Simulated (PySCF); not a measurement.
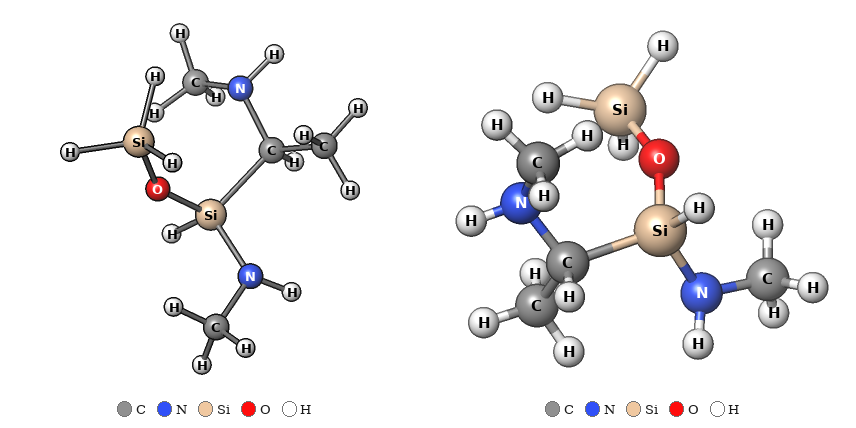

The same structure drawn twice, from different directions.

The geometry was computed by an optimisation with GFN2-xTB. No frequency run is at hand to confirm it as a minimum.

> Which formula does it have?

C4H16N2OSi2, 25 atoms: 4 carbon, 16 hydrogen, 2 nitrogen, 1 oxygen and 2 silicon.

> Describe its rings.

It has no ring.

More results for the same structure follow; atom numbers are the same in all pictures, views and colours differ.

## Geometry

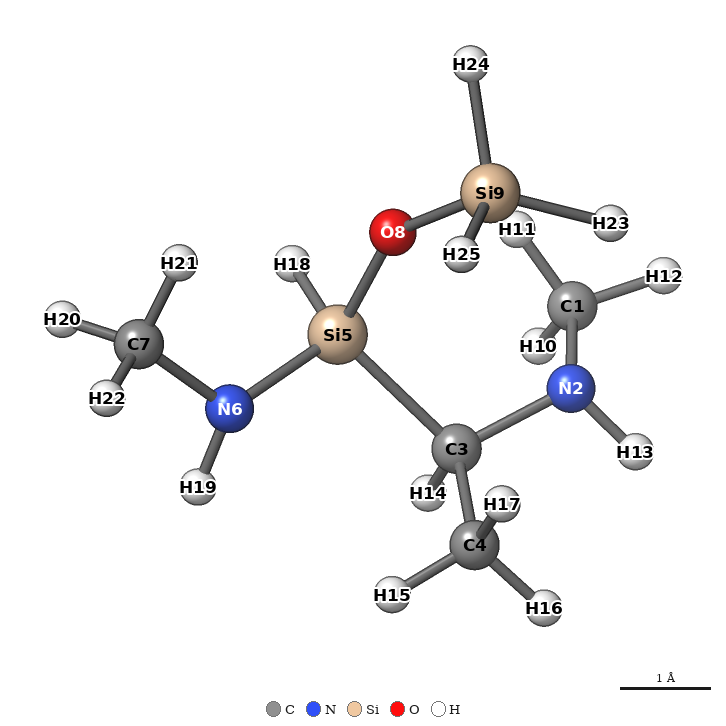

Atoms carry their numbers in the input. No frequency run is at hand to confirm it as a minimum.

Give the bond lengths. Leave out bonds to hydrogen.

```tsv
bond	length (Å)	order
C1–N2	1.444	single
N2–C3	1.459	single
C3–C4	1.525	single
C3–Si5	1.910	single
Si5–N6	1.719	single
Si5–O8	1.620	single
N6–C7	1.445	single
O8–Si9	1.623	single
```

## Electronic properties

No frequency run is at hand to confirm it as a minimum. Properties computed with PBE0/pcSseg-1, gas phase (PySCF 2.14.0).

> Estimate the dipole moment.

1.88 D.

> What is the LUMO energy (Kohn–Sham orbital)?

0.59 eV.

> Give the HOMO energy (Kohn–Sham orbital) at this level.

−6.22 eV.

## Quadrupole coupling

No frequency run is at hand to confirm it as a minimum. Electric field gradients from the ground-state density, PBE0/pcSseg-1 (PySCF 2.14.0), non-relativistic apart from any core potentials.

Give the largest field-gradient component, the quadrupole coupling constant and the asymmetry for 14N at N2 (Q = 20.44 mb), 14N at N6 (Q = 20.44 mb), 17O at O8 (Q = −25.6 mb), 2H at H10 (Q = 2.86 mb), 2H at H11 (Q = 2.86 mb).

| atom | V_zz (a.u.) | e²qQ/h (MHz) | η |
| --- | --- | --- | --- |
| N2 | −1.234 | −5.92 | 0.09 |
| N6 | −1.028 | −4.94 | 0.42 |
| O8 | 1.033 | −6.22 | 0.12 |
| H10 | 0.284 | 0.191 | 0.05 |
| H11 | 0.306 | 0.206 | 0.07 |

## NMR shielding

The questions are on isotropic NMR shieldings of the Si atoms. No frequency run is at hand to confirm it as a minimum. Method: GIAO PBE0/pcSseg-1 NMR shielding, non-relativistic, gas phase (PySCF 2.14.0).

Give the isotropic NMR shieldings of the Si atoms atom by atom.

```json
{"atom": "Si5", "σ (ppm)": "378.2"}
{"atom": "Si9", "σ (ppm)": "392.8"}
```

The geometry is semi-empirical. Around Si such bond lengths and angles can be off by a tenth of an ångström or more and by several degrees, and values that hang on the shape move with them.
